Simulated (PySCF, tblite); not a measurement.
# BH7O2Si3: geometry, infrared bands and NMR shifts

Wanted: the infrared bands and NMR shifts of BH7O2Si3 (`B1O[SiH2][SiH2]O[SiH2]1`), by calculation.

The runs use tblite 0.8.0 and PySCF 2.14.0, with density-fitted response routines of our own; the level of theory stands in each step. All values are computed, except where a source is named. Atoms are numbered from 0 throughout.

**1. Starting geometry**

13 atoms, charge 0, multiplicity 1; geometry from: force field or distance geometry start.

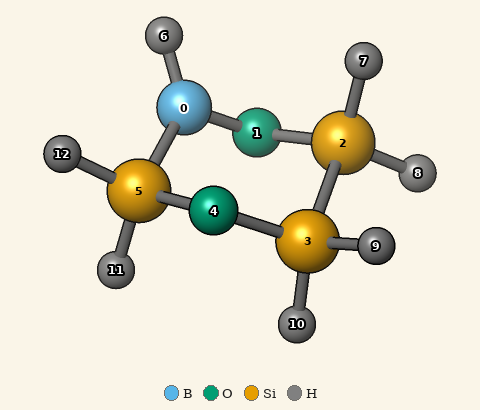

The starting geometry (boron blue, oxygen teal, silicon amber, hydrogen grey), atoms numbered; sticks join atoms by distance.

**2. Geometry optimisation with GFN2-xTB**

What the job is given:

```
{"job": {"kind": "relax", "xc": "GFN2-xTB", "basis": "xTB"}, "charge": 0, "multiplicity": 1}
B      0.625200    -1.570300    -0.352900
O     -0.785100    -1.512500    -0.809800
Si    -1.597000    -0.507600     0.328700
Si    -0.538700     1.487000     0.321700
O      1.144600     1.238000     0.650300
Si     1.722600     0.044700    -0.468800
H      1.002800    -2.489500     0.269500
H     -1.563900    -1.096000     1.674300
H     -2.995100    -0.320700    -0.101800
H     -1.117200     2.338500     1.378800
H     -0.712100     2.125700    -0.980900
H      1.707700     0.567600    -1.838300
H      3.101800    -0.304400    -0.088600
```

Run with:

```console
OMP_NUM_THREADS=1 python probes_run.py task.json out
```

One launch serves the whole session: the jobs run in the order shown.

**Question.** This job is followed by: GFN2-xTB harmonic vibrations, gas phase; GIAO PBE0/pcSseg-1 NMR shielding, non-relativistic, gas phase. What will the session give for the following? strongest single infrared mode (GFN2-xTB); zero-point energy (GFN2-xTB); 1H shifts against TMS (PBE0/pcSseg-1, means over atoms taken as alike); 11B shifts against BF3·OEt2 (PBE0/pcSseg-1); 17O shifts against H2O (PBE0/pcSseg-1); 29Si shifts against TMS (PBE0/pcSseg-1); surface potential, least and greatest.

As calculated:

| quantity | value |
| --- | --- |
| strongest single infrared mode (GFN2-xTB) | 2196 cm⁻¹, 857 km/mol |
| zero-point energy (GFN2-xTB) | 44.1 kcal/mol |
| 1H shifts against TMS (PBE0/pcSseg-1, means over atoms taken as alike) | 6.46, 5.78, 5.72, 5.27 ppm |
| 11B shifts against BF3·OEt2 (PBE0/pcSseg-1) | 62.0 ppm |
| 17O shifts against H2O (PBE0/pcSseg-1) | 241.6, -29.4 ppm |
| 29Si shifts against TMS (PBE0/pcSseg-1) | -39.2, -42.1, -44.1 ppm |
| surface potential, least and greatest | -1.01 V and 1.94 V |

**Reading.** Over 70 steps the energy fell by 1.733 eV; of the close pairs, B0–O1 changed most, 1.484 to 1.325 Å. No mode is imaginary among the 33: a minimum at this level. Unscaled tight-binding wavenumbers are off by several per cent, some by more. Its intensities can rank the bands wrongly. At PBE0/pcSseg-1: The widest tensor belongs to O1: span 660 ppm, with a paramagnetic part of -303 ppm. By nearest atom (PBE0/pcSseg-1), the HOMO sits on O1, O4 about 15 % each; B0 16 % and the LUMO on B0 50 %; O1 13 %.
